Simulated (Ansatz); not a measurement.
Consider W in the bcc (W type) structure (space group Im-3m, No. 229; a = 3.154 Å; relaxed with 0.1 eV smearing).

Structures relaxed with plane-wave PAW DFT at the PBEsol level (Ansatz, a program for electronic structure, 420 eV), no SOC.

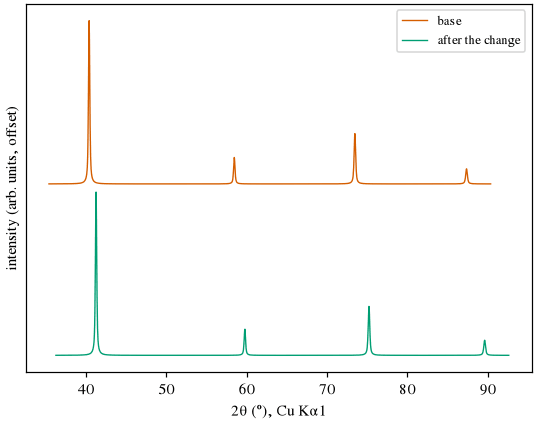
Fig. 1. Simulated powder patterns before (top) and after one change

Task: Which of these changes matches the shifts?
(A) isotropic strain +1.00 %
(B) isotropic strain −2.00 %
(C) isotropic strain −1.50 %
(D) isotropic strain +1.50 %

Result: B, isotropic strain −2.00 %. Its volume per atom is 14.77 Å³ against 15.69 Å³, and its space group is Im-3m (No. 229).

No phonon test of stability was made. The final runs are not spin-polarised.
